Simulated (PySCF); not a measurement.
**CH₄B₃Cl₂F: electronic excitations at several levels of theory, part 1 of 2**

How much do the electronic excitations of CH₄B₃Cl₂F (`FBBCB(Cl)Cl`) depend on the level of theory, and what does each level cost?

The runs use PySCF 2.14.0, with density-fitted response routines of our own; the level of theory stands in each step. All values are computed, except where a source is named. Atoms are numbered from 0 throughout.

## 1. The molecule as given

11 atoms, charge 0, multiplicity 1; geometry from: GFN2-xTB. The atoms were then displaced at random by about 0.01 Å, so the start is not that level's minimum.

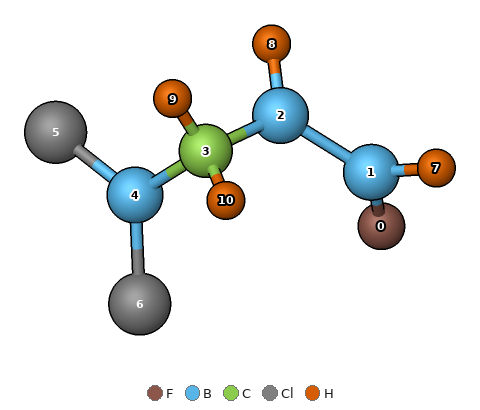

The starting geometry (fluorine brown, boron blue, carbon green, chlorine grey, hydrogen orange), atoms numbered; sticks join atoms by distance.

## 2. Geometry optimisation at PBE0-D3(BJ)/def2-SVP

What the job is given:

```
{"job": {"xc": "PBE0", "basis": "def2-SVP", "d3": "d3bj", "grid": 1, "shake": 0.01, "kind": "geom"}, "charge": 0, "multiplicity": 1}
F      1.724390    -1.394700    -1.566260
B      1.844850    -0.620080    -0.495700
B      0.750370     0.570940    -0.083140
C     -0.458850     0.300160     0.848120
B     -1.729330    -0.004020    -0.109410
Cl    -2.675700     1.290160    -0.748010
Cl    -2.123060    -1.609960    -0.538590
H      2.850440    -0.862460     0.111880
H      0.895960     1.686660    -0.422010
H     -0.707670     1.173970     1.469470
H     -0.333280    -0.556500     1.517980
```

Run with:

```bash
> OMP_NUM_THREADS=1 python probes_run.py task.json out
```

This one command runs all jobs of the session in turn.

The log of the run:

```text
step   0  E = -1134.42376886  max force = 0.028224
step   1  E = -1134.42823240  max force = 0.009905
step   2  E = -1134.42869963  max force = 0.003056
step   3  E = -1134.42875137  max force = 0.000728
step   4  E = -1134.42875716  max force = 0.000594
step   5  E = -1134.42875857  max force = 0.000342
optimisation converged
```

It took 30 s on 1 thread of Arm Neoverse V2, shared host; peak memory 0.53 GiB.

Step by step:

```csv
step,energy from step 0 (eV),largest force component (eV/Å)
0,0.0000,1.4513
1,-0.1215,0.5093
2,-0.1342,0.1571
3,-0.1356,0.0374
4,-0.1357,0.0305
5,-0.1358,0.0176
```

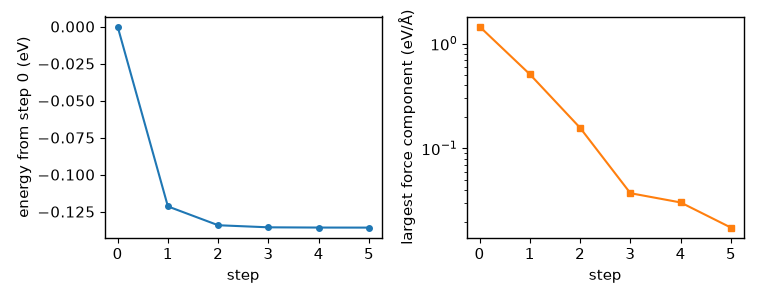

Energy and force, step by step.

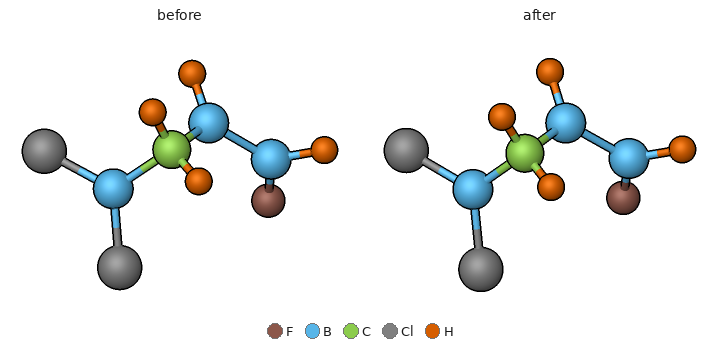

The geometry before (left) and after (right).

Close pairs (by a distance rule), those that changed most:

```csv
bond,before (Å),after (Å),change (Å)
C3–B4,1.620,1.564,-0.056
B4–Cl6,1.708,1.752,+0.044
B2–H8,1.175,1.214,+0.039
B4–Cl5,1.726,1.753,+0.027
B1–B2,1.669,1.693,+0.024
B1–H7,1.200,1.219,+0.020
B2–C3,1.550,1.569,+0.019
C3–H10,1.095,1.100,+0.005
```

The next job starts from the end point, and lists it.

```csv
at the end point,value
point group (found at 0.08 Å tolerance),C1
"rotational constants (GHz, main isotopes)","2.182, 1.044, 0.851"
dipole moment (D),1.77
```

## 3. Ultraviolet spectrum: HF/def2-SVPD

What the job is given:

```
{"job": {"kind": "uv", "xc": "HF", "basis": "def2-SVPD", "ip": true}, "charge": 0, "multiplicity": 1}
F      1.708422    -1.308944    -1.514806
B      1.857926    -0.597697    -0.402965
B      0.731894     0.581914     0.052398
C     -0.562394     0.273114     0.884548
B     -1.639763    -0.019502    -0.210348
Cl    -2.484593     1.289511    -1.013225
Cl    -1.991731    -1.659951    -0.716187
H      2.857016    -0.844925     0.251086
H      0.911974     1.730681    -0.296378
H     -0.883025     1.158129     1.455361
H     -0.460244    -0.618726     1.519981
```

With the program's defaults for keys left out, this is: TDDFT HF/def2-SVPD, vertical, gas phase, core orbitals frozen in the response.

The log of the run:

```text
final grid: 101416 points
cycle   1  E = -1132.2463725741  dE =  1.023e+00  |g| = 6.227e-01  |ddm| = 3.773e+00
cycle   2  E = -1132.3480213851  dE = -1.016e-01  |g| = 3.382e-01  |ddm| = 1.319e+00
cycle   3  E = -1132.3740338889  dE = -2.601e-02  |g| = 6.854e-02  |ddm| = 5.061e-01
cycle   4  E = -1132.3760556933  dE = -2.022e-03  |g| = 1.301e-02  |ddm| = 1.969e-01
cycle   5  E = -1132.3761463246  dE = -9.063e-05  |g| = 4.308e-03  |ddm| = 3.632e-02
cycle   6  E = -1132.3761577847  dE = -1.146e-05  |g| = 1.757e-03  |ddm| = 1.235e-02
cycle   7  E = -1132.3761600157  dE = -2.231e-06  |g| = 5.259e-04  |ddm| = 4.661e-03
cycle   8  E = -1132.3761603330  dE = -3.173e-07  |g| = 1.905e-04  |ddm| = 1.788e-03
cycle   9  E = -1132.3761603814  dE = -4.836e-08  |g| = 8.036e-05  |ddm| = 6.283e-04
cycle  10  E = -1132.3761603907  dE = -9.358e-09  |g| = 2.744e-05  |ddm| = 2.974e-04
cycle  11  E = -1132.3761603918  dE = -1.073e-09  |g| = 5.772e-06  |ddm| = 1.207e-04
cycle  12  E = -1132.3761603918  dE = -3.320e-11  |g| = 1.636e-06  |ddm| = 2.184e-05
converged SCF energy = -1132.3761603918

Static polarisability (au): isotropic 72.386, principal 61.793 75.229 80.137

Singlet excitations
state   eV       nm        f      main configurations
  1   5.3616    231.2   0.00338   H->L 0.77
  2   6.0818    203.9   0.00246   H->L+3 0.32, H->L+2 0.27, H->L+1 0.12
  3   6.5724    188.6   0.01518   H-1->L 0.33, H-2->L 0.21, H-4->L 0.19
  4   7.4397    166.7   0.00561   H-4->L 0.34, H-2->L 0.12
  5   7.5795    163.6   0.00030   H-2->L 0.29, H-1->L 0.27
  6   8.4398    146.9   0.13065   H-3->L 0.58
  7   9.0939    136.3   0.07366   H-5->L 0.16, H->L+3 0.12, H->L+2 0.12
  8   9.2396    134.2   0.13330   H->L+2 0.34, H->L+1 0.17, H->L+4 0.12
  9   9.3084    133.2   0.00577   H-6->L 0.22, H-2->L+1 0.08
 10   9.4593    131.1   0.05327   H-1->L+1 0.30, H-2->L+1 0.26

Triplet excitations (Tamm-Dancoff, eV): 4.3646 5.1028 5.7209 6.8313
Vertical ionisation energy (delta-SCF) = 10.2876 eV
```

Run time: 26 s. Hardware: 1 thread of Arm Neoverse V2, shared host; peak memory 0.72 GiB.

The orbitals next to the gap, with their largest atomic shares:

```csv
orbital,eV,atoms
HOMO−3,-12.90,"Cl6 48 %, Cl5 39 %, B4 10 %"
HOMO−2,-12.51,"Cl5 64 %, Cl6 11 %, C3 9 %"
HOMO−1,-12.46,"Cl6 61 %, C3 14 %, B4 8 %"
HOMO,-11.67,"B1 28 %, B2 27 %, H7 11 %"
LUMO,1.10,"B2 27 %, B4 19 %, C3 14 %"
LUMO+1,1.66,"B4 38 %, Cl5 15 %, B2 14 %"
LUMO+2,2.18,"B2 38 %, B1 26 %, F0 7 %"
```

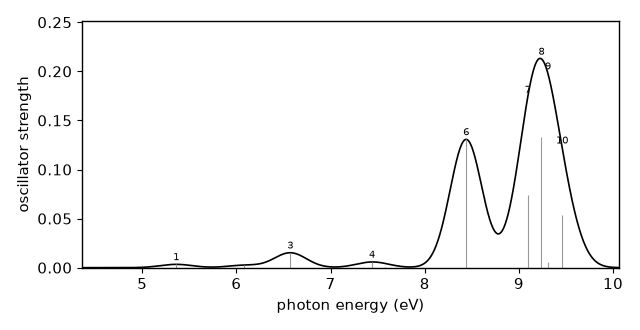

Absorption spectrum from the 10 singlet states computed; above the last one it falls off for lack of states. Lines are broadened to a width of 0.40 eV (Gaussian).

Further results of this job:

```csv
property,computed
dipole moment (D),2.41
polarisability (Å³),10.73
HOMO–LUMO gap (eV),12.77
−ε(HOMO) (eV),11.67
```

## 4. Excited states and response: LDA/def2-SVPD

Same as in step 3 but for these lines:

```diff
@@ -1,2 +1,2 @@
-{"job": {"kind": "uv", "xc": "HF", "basis": "def2-SVPD", "ip": true}, "charge": 0, "multiplicity": 1}
+{"job": {"kind": "uv", "xc": "LDA", "basis": "def2-SVPD", "ip": true}, "charge": 0, "multiplicity": 1}
 F      1.708422    -1.308944    -1.514806
```

With the program's defaults for keys left out, this is: TDDFT LDA/def2-SVPD, vertical, gas phase, core orbitals frozen in the response.

The log of the run:

```text
coarse grid: 11160 points
cycle   1  E = -1129.9914666534  dE =  4.346e-01  |g| = 5.418e-01  |ddm| = 4.684e+00
cycle   2  E = -1129.8514350317  dE =  1.400e-01  |g| = 9.920e-01  |ddm| = 1.860e+00
cycle   3  E = -1130.0581384711  dE = -2.067e-01  |g| = 1.536e-01  |ddm| = 1.104e+00
cycle   4  E = -1130.0627475560  dE = -4.609e-03  |g| = 4.842e-02  |ddm| = 2.095e-01
cycle   5  E = -1130.0631762655  dE = -4.287e-04  |g| = 1.666e-02  |ddm| = 7.995e-02
cycle   6  E = -1130.0632553384  dE = -7.907e-05  |g| = 3.028e-03  |ddm| = 2.930e-02
cycle   7  E = -1130.0632573741  dE = -2.036e-06  |g| = 1.246e-03  |ddm| = 6.204e-03
final grid: 101416 points
cycle   8  E = -1130.1748613384  dE = -4.493e-05  |g| = 5.114e-03  |ddm| = 8.072e-02
cycle   9  E = -1130.1748483123  dE =  1.303e-05  |g| = 9.577e-03  |ddm| = 1.479e-02
cycle  10  E = -1130.1748668984  dE = -1.859e-05  |g| = 1.085e-03  |ddm| = 9.676e-03
cycle  11  E = -1130.1748670917  dE = -1.933e-07  |g| = 3.668e-04  |ddm| = 1.442e-03
cycle  12  E = -1130.1748671237  dE = -3.204e-08  |g| = 7.169e-05  |ddm| = 5.335e-04
cycle  13  E = -1130.1748671252  dE = -1.494e-09  |g| = 1.287e-05  |ddm| = 1.429e-04
cycle  14  E = -1130.1748671253  dE = -5.298e-11  |g| = 3.527e-06  |ddm| = 2.759e-05
converged SCF energy = -1130.1748671253

Static polarisability (au): isotropic 86.131, principal 70.286 89.022 99.086

Singlet excitations
state   eV       nm        f      main configurations
  1   3.2925    376.6   0.00152   H->L 0.99
  2   4.2905    289.0   0.00083   H-1->L 0.98
  3   4.5820    270.6   0.00047   H->L+1 0.76, H-2->L 0.22
  4   4.6532    266.4   0.02811   H-2->L 0.73, H->L+1 0.23
  5   5.0282    246.6   0.00350   H->L+2 0.87, H-3->L 0.11
  6   5.0733    244.4   0.02090   H-3->L 0.75, H-4->L 0.11, H->L+2 0.10
  7   5.2586    235.8   0.02461   H-4->L 0.86, H-3->L 0.08
  8   5.4840    226.1   0.00050   H-1->L+1 0.99
  9   5.7076    217.2   0.01488   H-2->L+1 0.95
 10   5.8862    210.6   0.07233   H-5->L 0.93

Triplet excitations (Tamm-Dancoff, eV): 2.9144 4.0759 4.1830 4.2479
Vertical electron affinity (delta-SCF) = 1.1204 eV
```

Run time: 1.8 min. Hardware: 1 thread of Arm Neoverse V2, shared host; peak memory 0.57 GiB.

This run: HOMO -6.78 eV, LUMO -3.69 eV; lowest singlet 3.29 eV.

## 5. TDDFT and polarisability: PBE/def2-SVPD

Same as in step 4 but for these lines:

```diff
@@ -1,2 +1,2 @@
-{"job": {"kind": "uv", "xc": "LDA", "basis": "def2-SVPD", "ip": true}, "charge": 0, "multiplicity": 1}
+{"job": {"kind": "uv", "xc": "PBE", "basis": "def2-SVPD", "ip": true}, "charge": 0, "multiplicity": 1}
 F      1.708422    -1.308944    -1.514806
```

Method: TDDFT PBE/def2-SVPD, vertical, gas phase, core orbitals frozen in the response.

The log of the run:

```text
coarse grid: 11160 points
cycle   1  E = -1134.1055271654  dE =  4.471e-01  |g| = 5.477e-01  |ddm| = 4.636e+00
cycle   2  E = -1133.9675865498  dE =  1.379e-01  |g| = 1.003e+00  |ddm| = 1.784e+00
cycle   3  E = -1134.1708697243  dE = -2.033e-01  |g| = 1.572e-01  |ddm| = 1.027e+00
cycle   4  E = -1134.1758521757  dE = -4.982e-03  |g| = 4.362e-02  |ddm| = 2.039e-01
cycle   5  E = -1134.1762321969  dE = -3.800e-04  |g| = 1.472e-02  |ddm| = 7.013e-02
cycle   6  E = -1134.1762943739  dE = -6.218e-05  |g| = 2.849e-03  |ddm| = 2.621e-02
cycle   7  E = -1134.1762962998  dE = -1.926e-06  |g| = 1.151e-03  |ddm| = 5.795e-03
final grid: 101416 points
cycle   8  E = -1134.3356856493  dE = -4.817e-05  |g| = 8.259e-03  |ddm| = 9.910e-02
cycle   9  E = -1134.3356547046  dE =  3.094e-05  |g| = 1.350e-02  |ddm| = 2.431e-02
cycle  10  E = -1134.3357036798  dE = -4.898e-05  |g| = 1.544e-03  |ddm| = 1.591e-02
cycle  11  E = -1134.3357043788  dE = -6.990e-07  |g| = 3.581e-04  |ddm| = 2.661e-03
cycle  12  E = -1134.3357044146  dE = -3.587e-08  |g| = 9.796e-05  |ddm| = 6.519e-04
cycle  13  E = -1134.3357044175  dE = -2.828e-09  |g| = 1.894e-05  |ddm| = 1.667e-04
cycle  14  E = -1134.3357044176  dE = -1.055e-10  |g| = 3.945e-06  |ddm| = 3.933e-05
converged SCF energy = -1134.3357044176

Static polarisability (au): isotropic 85.032, principal 69.509 88.083 97.506

Singlet excitations
state   eV       nm        f      main configurations
  1   3.4706    357.2   0.00123   H->L 0.99
  2   4.4285    280.0   0.00078   H-1->L 0.98
  3   4.7219    262.6   0.01016   H-2->L 0.70, H->L+1 0.26
  4   4.7929    258.7   0.01993   H->L+1 0.73, H-2->L 0.25
  5   5.1933    238.7   0.00607   H->L+2 0.61, H-3->L 0.35
  6   5.2212    237.5   0.02193   H-3->L 0.52, H->L+2 0.35, H-4->L 0.10
  7   5.4040    229.4   0.02636   H-4->L 0.87
  8   5.6351    220.0   0.00063   H-1->L+1 0.99
  9   5.8347    212.5   0.01567   H-2->L+1 0.96
 10   6.0418    205.2   0.06728   H-5->L 0.93

Triplet excitations (Tamm-Dancoff, eV): 3.0045 4.1326 4.2586 4.3425
Vertical ionisation energy (delta-SCF) = 11.0238 eV
Vertical electron affinity (delta-SCF) = 0.9728 eV
```

It took 2.3 min on 1 thread of Arm Neoverse V2, shared host; peak memory 0.66 GiB.

Key values: HOMO -6.72 eV, LUMO -3.42 eV; lowest singlet 3.47 eV.

## 6. TDDFT and polarisability: B3LYP/def2-SVPD

Same as in step 5 but for these lines:

```diff
@@ -1,2 +1,2 @@
-{"job": {"kind": "uv", "xc": "PBE", "basis": "def2-SVPD", "ip": true}, "charge": 0, "multiplicity": 1}
+{"job": {"kind": "uv", "xc": "B3LYP", "basis": "def2-SVPD", "ip": true}, "charge": 0, "multiplicity": 1}
 F      1.708422    -1.308944    -1.514806
```

Level: TDDFT B3LYP/def2-SVPD, vertical, gas phase, core orbitals frozen in the response.

The log of the run:

```text
coarse grid: 11160 points
cycle   1  E = -1134.8431670514  dE =  5.426e-01  |g| = 5.408e-01  |ddm| = 4.501e+00
cycle   2  E = -1134.7783679020  dE =  6.480e-02  |g| = 8.250e-01  |ddm| = 1.662e+00
cycle   3  E = -1134.9056486887  dE = -1.273e-01  |g| = 9.837e-02  |ddm| = 8.272e-01
cycle   4  E = -1134.9074647124  dE = -1.816e-03  |g| = 2.871e-02  |ddm| = 1.319e-01
cycle   5  E = -1134.9076404808  dE = -1.758e-04  |g| = 7.292e-03  |ddm| = 4.088e-02
cycle   6  E = -1134.9076556659  dE = -1.519e-05  |g| = 1.245e-03  |ddm| = 1.325e-02
cycle   7  E = -1134.9076560663  dE = -4.004e-07  |g| = 4.263e-04  |ddm| = 2.640e-03
final grid: 101416 points
cycle   8  E = -1135.0312367752  dE = -3.500e-05  |g| = 5.464e-03  |ddm| = 7.521e-02
cycle   9  E = -1135.0312298788  dE =  6.896e-06  |g| = 7.460e-03  |ddm| = 1.554e-02
cycle  10  E = -1135.0312441441  dE = -1.427e-05  |g| = 6.537e-04  |ddm| = 9.113e-03
cycle  11  E = -1135.0312442555  dE = -1.113e-07  |g| = 1.913e-04  |ddm| = 1.079e-03
cycle  12  E = -1135.0312442650  dE = -9.484e-09  |g| = 4.875e-05  |ddm| = 3.138e-04
cycle  13  E = -1135.0312442656  dE = -6.112e-10  |g| = 1.178e-05  |ddm| = 8.853e-05
converged SCF energy = -1135.0312442656

Static polarisability (au): isotropic 81.152, principal 67.258 84.348 91.849

Singlet excitations
state   eV       nm        f      main configurations
  1   4.1341    299.9   0.00195   H->L 0.98
  2   5.1504    240.7   0.00066   H->L+1 0.90
  3   5.1891    238.9   0.00204   H-1->L 0.92
  4   5.2857    234.6   0.02830   H-2->L 0.94
  5   5.8692    211.2   0.00774   H-4->L 0.67, H-3->L 0.26
  6   6.0784    204.0   0.04570   H-3->L 0.69, H-4->L 0.23
  7   6.1052    203.1   0.01960   H->L+2 0.91
  8   6.6983    185.1   0.01759   H-1->L+1 0.69, H-2->L+1 0.20
  9   6.7702    183.1   0.00594   H-2->L+1 0.62, H-1->L+1 0.19, H-2->L+2 0.12
 10   6.8921    179.9   0.07973   H-5->L 0.90

Triplet excitations (Tamm-Dancoff, eV): 3.5838 4.5139 4.7613 5.0762
Vertical ionisation energy (delta-SCF) = 10.2726 eV
Vertical electron affinity (delta-SCF) = 0.8253 eV
```

It took 1.9 min on 1 thread of Arm Neoverse V2, shared host; peak memory 0.85 GiB.

This run: HOMO -7.98 eV, LUMO -2.67 eV; lowest singlet 4.13 eV.

## 7. TDDFT and polarisability: PBE0/def2-SVPD

Same as in step 6 but for these lines:

```diff
@@ -1,2 +1,2 @@
-{"job": {"kind": "uv", "xc": "B3LYP", "basis": "def2-SVPD", "ip": true}, "charge": 0, "multiplicity": 1}
+{"job": {"kind": "uv", "xc": "PBE0", "basis": "def2-SVPD", "ip": true}, "charge": 0, "multiplicity": 1}
 F      1.708422    -1.308944    -1.514806
```

Level: TDDFT PBE0/def2-SVPD, vertical, gas phase, core orbitals frozen in the response.

The log of the run:

```text
coarse grid: 11160 points
cycle   1  E = -1134.2651131976  dE =  5.703e-01  |g| = 4.936e-01  |ddm| = 4.251e+00
cycle   2  E = -1134.2265735446  dE =  3.854e-02  |g| = 6.997e-01  |ddm| = 1.419e+00
cycle   3  E = -1134.3183605586  dE = -9.179e-02  |g| = 7.624e-02  |ddm| = 7.020e-01
cycle   4  E = -1134.3194181263  dE = -1.058e-03  |g| = 2.533e-02  |ddm| = 1.034e-01
cycle   5  E = -1134.3195591180  dE = -1.410e-04  |g| = 5.939e-03  |ddm| = 3.502e-02
cycle   6  E = -1134.3195691191  dE = -1.000e-05  |g| = 9.935e-04  |ddm| = 1.058e-02
cycle   7  E = -1134.3195693666  dE = -2.476e-07  |g| = 4.145e-04  |ddm| = 2.124e-03
final grid: 101416 points
cycle   8  E = -1134.4389822817  dE = -3.189e-05  |g| = 5.561e-03  |ddm| = 6.797e-02
cycle   9  E = -1134.4389777053  dE =  4.576e-06  |g| = 6.963e-03  |ddm| = 1.456e-02
cycle  10  E = -1134.4389906645  dE = -1.296e-05  |g| = 7.121e-04  |ddm| = 8.434e-03
cycle  11  E = -1134.4389908010  dE = -1.364e-07  |g| = 1.538e-04  |ddm| = 1.231e-03
cycle  12  E = -1134.4389908069  dE = -5.948e-09  |g| = 5.272e-05  |ddm| = 3.009e-04
cycle  13  E = -1134.4389908077  dE = -8.108e-10  |g| = 9.796e-06  |ddm| = 9.289e-05
converged SCF energy = -1134.4389908077

Static polarisability (au): isotropic 80.297, principal 66.593 83.442 90.856

Singlet excitations
state   eV       nm        f      main configurations
  1   4.1492    298.8   0.00210   H->L 0.97
  2   5.1785    239.4   0.00161   H->L+1 0.94
  3   5.3418    232.1   0.00897   H-1->L 0.91
  4   5.3849    230.2   0.02144   H-2->L 0.90
  5   5.9516    208.3   0.00404   H-4->L 0.74, H-3->L 0.17
  6   6.2278    199.1   0.01350   H->L+2 0.94
  7   6.2592    198.1   0.06165   H-3->L 0.80, H-4->L 0.16
  8   6.9328    178.8   0.02301   H-2->L+1 0.45, H-1->L+1 0.34, H-2->L+2 0.10
  9   7.0221    176.6   0.01957   H-1->L+1 0.30, H-5->L 0.29, H-2->L+1 0.17
 10   7.0573    175.7   0.06821   H-5->L 0.62, H-1->L+1 0.16, H-2->L+1 0.10

Triplet excitations (Tamm-Dancoff, eV): 3.5016 4.4409 4.7591 5.2213
Vertical ionisation energy (delta-SCF) = 10.3004 eV
Vertical electron affinity (delta-SCF) = 0.8798 eV
```

Run time: 2.2 min. Hardware: 1 thread of Arm Neoverse V2, shared host; peak memory 0.85 GiB.

This run: HOMO -8.17 eV, LUMO -2.52 eV; lowest singlet 4.15 eV.

## 8. TDDFT and polarisability: BHandHLYP/def2-SVPD

Same as in step 7 but for these lines:

```diff
@@ -1,2 +1,2 @@
-{"job": {"kind": "uv", "xc": "PBE0", "basis": "def2-SVPD", "ip": true}, "charge": 0, "multiplicity": 1}
+{"job": {"kind": "uv", "xc": "BHandHLYP", "basis": "def2-SVPD", "ip": true}, "charge": 0, "multiplicity": 1}
 F      1.708422    -1.308944    -1.514806
```

Method: TDDFT BHandHLYP/def2-SVPD, vertical, gas phase, core orbitals frozen in the response.

The log of the run:

```text
coarse grid: 11160 points
cycle   1  E = -1134.7426026526  dE =  7.120e-01  |g| = 5.320e-01  |ddm| = 4.099e+00
cycle   2  E = -1134.7522773208  dE = -9.675e-03  |g| = 5.653e-01  |ddm| = 1.409e+00
cycle   3  E = -1134.8132887123  dE = -6.101e-02  |g| = 5.412e-02  |ddm| = 6.187e-01
cycle   4  E = -1134.8138313568  dE = -5.426e-04  |g| = 2.577e-02  |ddm| = 1.097e-01
cycle   5  E = -1134.8139896458  dE = -1.583e-04  |g| = 4.130e-03  |ddm| = 3.855e-02
cycle   6  E = -1134.8139944066  dE = -4.761e-06  |g| = 1.169e-03  |ddm| = 7.996e-03
final grid: 101416 points
cycle   7  E = -1134.8943996652  dE = -1.785e-05  |g| = 2.489e-03  |ddm| = 4.591e-02
cycle   8  E = -1134.8944003284  dE = -6.632e-07  |g| = 1.878e-03  |ddm| = 7.260e-03
cycle   9  E = -1134.8944012448  dE = -9.164e-07  |g| = 1.757e-04  |ddm| = 2.532e-03
cycle  10  E = -1134.8944012527  dE = -7.899e-09  |g| = 6.034e-05  |ddm| = 3.633e-04
cycle  11  E = -1134.8944012537  dE = -1.001e-09  |g| = 9.459e-06  |ddm| = 1.127e-04
cycle  12  E = -1134.8944012538  dE = -3.160e-11  |g| = 5.460e-06  |ddm| = 1.572e-05
converged SCF energy = -1134.8944012538

Static polarisability (au): isotropic 76.820, principal 64.517 79.930 86.013

Singlet excitations
state   eV       nm        f      main configurations
  1   4.7085    263.3   0.00264   H->L 0.90
  2   5.5355    224.0   0.00219   H->L+1 0.85
  3   5.8592    211.6   0.02455   H-2->L 0.66, H-1->L 0.15, H-4->L 0.10
  4   6.1640    201.1   0.00053   H-1->L 0.70, H-2->L 0.17, H-1->L+2 0.08
  5   6.5224    190.1   0.00190   H-4->L 0.64, H-2->L+2 0.09
  6   7.0660    175.5   0.09536   H-3->L 0.83
  7   7.3763    168.1   0.01579   H->L+2 0.77
  8   7.8301    158.3   0.04062   H-2->L+1 0.36, H-2->L+2 0.25, H-4->L 0.11
  9   7.9650    155.7   0.07830   H-5->L 0.69
 10   8.0758    153.5   0.02445   H-1->L+1 0.45, H-1->L+2 0.20, H-2->L+2 0.09

Triplet excitations (Tamm-Dancoff, eV): 4.0104 4.8103 5.2365 6.0128
Vertical ionisation energy (delta-SCF) = 10.6730 eV
Vertical electron affinity (delta-SCF) = 0.5504 eV
```

Wall time 2.6 min (1 thread of Arm Neoverse V2, shared host); peak memory 0.85 GiB.

Key values: HOMO -9.57 eV, LUMO -1.45 eV; lowest singlet 4.71 eV.

(Continued in part 2 of 2.)
